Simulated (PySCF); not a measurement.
Molecule: SMILES C(CC(O)=O)O, singlet. Atoms near the plane z = 0.0 Å, at the GFN2-xTB optimised geometry (x, y, z in Å): O1 (-0.2, -2.1, 0.0), C2 (0.5, -1.1, 0.0), O3 (1.8, -1.1, 0.1), C4 (-0.1, 0.3, 0.0), C5 (-1.6, 0.3, 0.0), O6 (-2.2, 1.6, 0.0), H7 (2.2, -2.0, 0.2), H8 (0.3, 0.9, 0.9), H9 (0.3, 0.8, -0.9), H10 (-2.0, -0.1, 0.9), H11 (-2.0, -0.2, -0.9), H12 (-1.9, 2.1, -0.8).

Computed with CAM-B3LYP/def2-TZVP (PySCF 2.14.0). Cells within 0.4 Å of a nucleus heavier than hydrogen are left out (blank, or x). The values are rescaled to run from 0 to 1.

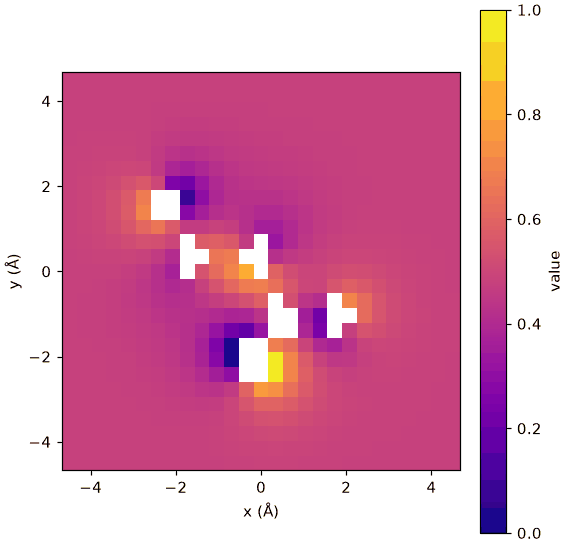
Figure. a field on the plane z = 0.0 Å.

Question: Which quantity is mapped?
A) log10 of the electron density
B) an orbital amplitude
C) electron localisation function
D) electrostatic potential

Answer: B, an orbital amplitude. In full: HOMO−1 amplitude (bohr^(-3/2)), clipped to [-0.25, 0.25].
